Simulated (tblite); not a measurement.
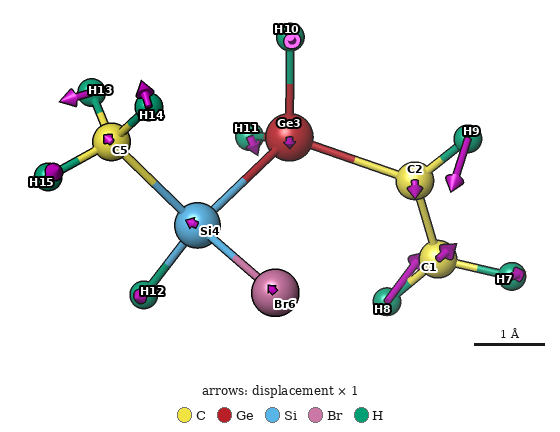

This is a relaxation of C3H9BrGeSi. The starting structure is drawn; purple arrows show the displacements, at their true length. The two geometries are superimposed by the best rigid fit.

A ball-and-stick model, seen at a tilt.

These are results of tblite 0.8.0, GFN2-xTB geometry optimisation, gas phase, not measurements. 

Question: Describe the change and its energy.

Answer: H8 moves most after the best rigid fit: 1.14 Å. By element the largest moves are H 1.14 Å, C 0.43 Å, Si 0.20 Å, Ge 0.19 Å, Br 0.16 Å. Some distances before and after: Ge3–Si4 2.305 → 2.347 Å, C5–H13 1.123 → 1.087 Å, Ge3–H10 1.542 → 1.511 Å, C2–Ge3 1.918 → 1.949 Å. Bond angles that change, for instance: Br6–Si4–H12 110.7° → 102.7°, Ge3–Si4–C5 105.5° → 113.3°, C2–C1–H7 115.1° → 122.6°. Groups turn about C2–Ge3 by about 45°, Si4–C5 by about 20°. Over 153 geometry steps the energy falls by 0.303 eV. Cost: 3.4 s on 1 thread of Intel(R) Xeon(R) Processor @ 2.50GHz (shared host).
